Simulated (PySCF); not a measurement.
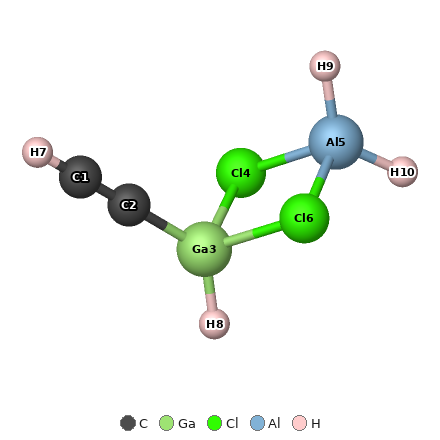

C₂H₄AlCl₂Ga, SMILES C#[C][GaH-]1[Cl+][AlH2-][Cl+]1, singlet. Vertical core-electron binding energies by ΔSCF (B3LYP, pcX-2 on the ionised atom, pcseg-1 elsewhere, spin-free X2C; PySCF 2.14.0, at a PBE0-D3(BJ)/def2-SVP geometry (no frequency check)), gas phase, against the vacuum level. One atom of each kind was ionised; within a panel, areas follow the number of like atoms and 2j + 1 (2p levels are split by first-order spin-orbit coupling, an approximation), Gaussians of 0.6 eV full width. Only the regions named are shown.

### Predict the Cl 2p photoelectron lines.

```csv
level,atoms,binding energy (eV)
Cl 2p1/2,"Cl4, Cl6",207.6
Cl 2p3/2,"Cl4, Cl6",205.9
```

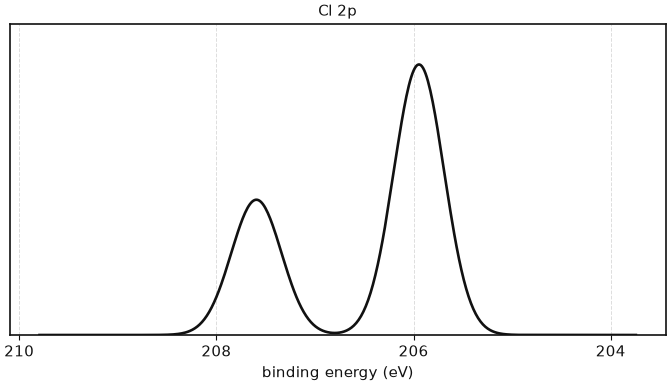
